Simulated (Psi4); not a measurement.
**S2F2 (SMILES FS(F)=S): MP3/def2-SVPD**

Aim: the vertical electron affinity of S2F2 at MP3/def2-SVPD, from 2 runs. 

The results are computed with Psi4 1.11.

## (1) The system as given

S2F2: 4 atoms, total charge 0, spin state singlet. As SMILES, `FS(F)=S`. The coordinates come from a PBE0-D4/def2-TZVP relaxation.

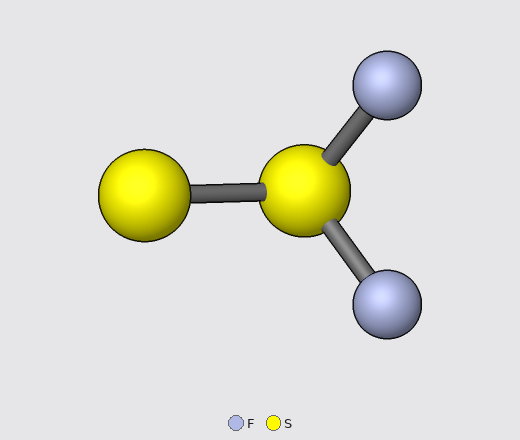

The structure, seen from a chosen angle (fluorine light blue, sulfur yellow).

## (2) The energy at MP3/def2-SVPD

job.inp

```
memory 1600 mb

molecule {
  0 1
  F
  S 1 1.605866
  F 2 1.605882 1 92.01851
  S 2 1.858539 1 107.91931 3 -109.56975
  symmetry c1
}

set {
  puream true
  e_convergence 1e-09
  d_convergence 1e-08
  scf_type pk
  num_frozen_docc 12
  mp_type conv
}

energy("mp3/def2-SVPD")
```

Launch:

```sh
psi4 -i job.inp -o job.out -n 1
```

job.out:

```text
[...]
  Running in c1 symmetry.
[...]
  Nuclear repulsion =  240.671039639156533
[...]
  Multiplicity = 1
[...]
  Nalpha       = 25
  Nbeta        = 25
[...]
    Number of basis functions: 100
[...]
   @RHF iter   1:  -993.34784057798402    4.57195e-02   4.83949e-03 ADIIS/DIIS
[...]
   @RHF iter  13:  -993.45877510379967   -5.11591e-12   3.60020e-09 DIIS
[...]
    Orbital Energies [Eh]
    ---------------------
    Doubly Occupied:
       1A    -92.206863     2A    -91.952758     3A    -26.365676
       4A    -26.365671     5A     -9.214038     6A     -8.989646
       7A     -6.900822     8A     -6.900722     9A     -6.896985
      10A     -6.678052    11A     -6.673646    12A     -6.672962
      13A     -1.681290    14A     -1.624158    15A     -1.147859
      16A     -0.920406    17A     -0.804508    18A     -0.783998
      19A     -0.756050    20A     -0.720890    21A     -0.685622
      22A     -0.658047    23A     -0.527073    24A     -0.426680
      25A     -0.402656
[...]
  @RHF Final Energy:  -993.45877510379967
   => Energetics <=
    Nuclear Repulsion Energy =            240.6710396391565325
    One-Electron Energy =               -1854.3454703378706654
    Two-Electron Energy =                 620.2156555949144376
    Total Energy =                       -993.4587751037996668
[...]
 Multipole Moments:
 ------------------------------------------------------------------------------------
     Multipole            Electronic (a.u.)      Nuclear  (a.u.)        Total (a.u.)
 ------------------------------------------------------------------------------------
 L = 1.  Multiply by 2.5417464519 to convert [e a0] to [Debye]
 Dipole X            :          1.3802159           -1.0023556            0.3778604
 Dipole Y            :         -1.0739200            1.3217785            0.2478585
 Dipole Z            :         -1.0367765            1.2760114            0.2392349
 Magnitude           :                                                    0.5113175
[...]
	SCS-MP2 Total Energy (a.u.)        :  -994.11662736072719
	SOS-MP2 Total Energy (a.u.)        :  -994.10254433797400
[...]
	SOS-PI-MP2 Total Energy (a.u.)     :  -994.15206504829507
[...]
	MP2 Total Energy (a.u.)            :  -994.14479340623404
[...]
	SCS-MP3 Total Energy (a.u.)        :  -994.11779340078533
[...]
	MP3 Total Energy (a.u.)            :  -994.14945756646682
[...]
```

Run time: 13 s. Hardware: 1 thread of Intel Xeon at 2.70GHz, shared host; peak memory 0.78 GiB.

## (3) The doublet anion, same level

f2s2.xyz

```xyz
4
F2S2
F      0.734930     0.336790     1.199050
S     -0.480890    -0.090070     0.240730
F      0.313460    -1.382440    -0.286190
S     -0.567510     1.135710    -1.153590
```

run.py

```python
import numpy as np
from ase.calculators.psi4 import Psi4
from ase.io import read

atoms = read('f2s2.xyz')
calc = Psi4(atoms=atoms, method='mp3', basis='def2-SVPD', memory='1600MB', num_threads=1, charge=-1, multiplicity=2, label='f2s2', reference='uhf')
calc.psi4.set_options({'puream': True, 'e_convergence': 1e-09, 'd_convergence': 1e-08, 'scf_type': 'pk', 'num_frozen_docc': 12, 'maxiter': 100, 'mp_type': 'conv'})
atoms.calc = calc

print(f'energy: {atoms.get_potential_energy():.6f} eV')
```

Launch:

```sh
python run.py
```

f2s2.dat:

```text
[...]
  Running in c1 symmetry.
[...]
  Nuclear repulsion =  240.671041710624763
[...]
  Multiplicity = 2
[...]
  Nalpha       = 26
  Nbeta        = 25
[...]
    Number of basis functions: 100
[...]
   @UHF iter   1:  -993.35821094647349    3.53493e-02   4.35860e-03 ADIIS/DIIS
[...]
   @UHF iter  17:  -993.45176604390110   -3.29692e-12   5.15966e-09 DIIS
[...]
   @S^2 Observed:                7.685716045E-01
[...]
    Orbital Energies [Eh]
    ---------------------
    Alpha Occupied:
       1A    -91.898202     2A    -91.701726     3A    -26.116023
       4A    -26.116014     5A     -8.912186     6A     -8.738557
       7A     -6.608249     8A     -6.598006     9A     -6.594114
      10A     -6.427147    11A     -6.424431    12A     -6.422881
      13A     -1.447006    14A     -1.393427    15A     -0.904893
      16A     -0.682047    17A     -0.598094    18A     -0.548075
      19A     -0.520574    20A     -0.484188    21A     -0.448906
      22A     -0.442427    23A     -0.280100    24A     -0.227982
      25A     -0.167898    26A     -0.030768
    Alpha Virtual:
[...]
  @UHF Final Energy:  -993.45176604390110
   => Energetics <=
    Nuclear Repulsion Energy =            240.6710417106247633
    One-Electron Energy =               -1867.1797761837824510
    Two-Electron Energy =                 633.0569684292566990
    Total Energy =                       -993.4517660439011024
  UHF NO Occupations:
  HONO-2 :   24  A 1.9970408
  HONO-1 :   25  A 1.9952818
[...]
 Multipole Moments:
 ------------------------------------------------------------------------------------
     Multipole            Electronic (a.u.)      Nuclear  (a.u.)        Total (a.u.)
 ------------------------------------------------------------------------------------
 L = 1.  Multiply by 2.5417464519 to convert [e a0] to [Debye]
 Dipole X            :          1.3860625           -1.2613671            0.1246954
 Dipole Y            :         -1.7620041            1.2580585           -0.5039456
 Dipole Z            :          1.6463117           -1.0982994            0.5480123
 Magnitude           :                                                    0.7548692
[...]
	SCS-MP2 Total Energy (a.u.)        :  -994.10875186335977
	SOS-MP2 Total Energy (a.u.)        :  -994.09339988707359
[...]
	SOS-PI-MP2 Total Energy (a.u.)     :  -994.14275633654836
[...]
	MP2 Total Energy (a.u.)            :  -994.13945581593191
[...]
	SCS-MP3 Total Energy (a.u.)        :  -994.11051479768503
[...]
	MP3 Total Energy (a.u.)            :  -994.14650755323271
[...]
```

On the terminal:

```text
energy: -27052.104382 eV
```

Run time: 24 s. Hardware: 1 thread of Intel Xeon at 2.70GHz, shared host; peak memory 0.79 GiB.

## (4) Results

At MP3/def2-SVPD, 12 core orbitals frozen:

| quantity | value |
| --- | --- |
| singlet S2F2: total energy | -994.14946 Eh |
| singlet S2F2: HOMO energy (Hartree–Fock orbitals) | -10.96 eV |
| singlet S2F2: LUMO energy (Hartree–Fock orbitals) | 1.14 eV |
| singlet S2F2: HOMO–LUMO gap (Hartree–Fock orbitals) | 12.09 eV |
| singlet S2F2: correlation energy (12 core orbitals frozen) | -690.7 mEh |
| doublet anion: total energy | -994.14651 Eh |
| doublet anion: HOMO energy (Hartree–Fock orbitals) (highest over α and β) | -0.84 eV |
| doublet anion: LUMO energy (Hartree–Fock orbitals) (lowest over α and β) | 5.46 eV |
| doublet anion: correlation energy (12 core orbitals frozen) | -694.7 mEh |
| doublet anion: ⟨S²⟩ of the reference determinant | 0.769 |
| vertical electron affinity (to the doublet anion) | -0.080 eV |

**Reading.** The anion lies 0.08 eV (1.9 kcal/mol) above the neutral: the electron isn't bound at this level, and such a value depends on the basis.
